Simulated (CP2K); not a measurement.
Band structure of Al₂Pd (Fm-3m, 3 atoms in the cell).

```xyz
3
Lattice="4.1713 0.0000 0.0000 2.0856 3.6124 0.0000 2.0856 1.2041 3.4058" Properties=species:S:1:pos:R:3 pbc="T T T"
Al     2.0856     1.2041     0.8515
Al     6.2569     3.6124     2.5544
Pd     0.0000     0.0000     0.0000
```

Computed with PBEsol, GPW, DZVP-MOLOPT-SR-GTH basis, GTH-PBE potentials (GTH_POTENTIALS) (CP2K).

Settings: CUTOFF = 500 Ry; REL_CUTOFF = 60 Ry; SMEAR/METHOD = GAUSSIAN; SIGMA = 0.136 eV; KPOINTS/SCHEME = MONKHORST-PACK 7 7 7; XC_FUNCTIONAL = PBE:PBESOL; Al/BASIS_SET = DZVP-MOLOPT-SR-GTH; Al/POTENTIAL = GTH-PBE-q3; Pd/BASIS_SET = DZVP-MOLOPT-SR-GTH; Pd/POTENTIAL = GTH-PBE-q18; METHOD = GPW; EPS_DEFAULT = 1e-10; EXTRAPOLATION = USE_GUESS; NGRIDS = 5.

The starting cell comes from a database of computed structures (which also holds hypothetical and non-ambient phases and stackings), without a prior relaxation at this level. Spin polarisation is off. Values carry the incompleteness of an atom-centred basis. The potentials were made for another functional than the one used.

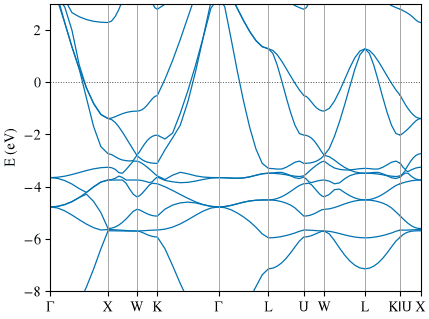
Bands along the path, energies from the Fermi level.

Levels in eV from the Fermi level, bands 10 to 15:
```csv
point,10,11,12,13,14,15
Γ,-3.65,3.26,4.13,4.13,4.13,4.73
X,-3.26,-2.74,-1.39,-1.39,2.28,3.36
W,-3.02,-2.80,-2.80,-1.11,4.98,4.98
K,-3.59,-3.11,-2.03,-0.51,2.79,5.76
L,-3.48,-3.30,1.28,1.28,4.02,4.51
U,-3.59,-3.11,-2.03,-0.51,2.79,5.76
```

Bands cross the Fermi level along this path, so the cell is metallic at this level.

Higher empty bands are left out: an atom-centred basis made for the valence describes them poorly.
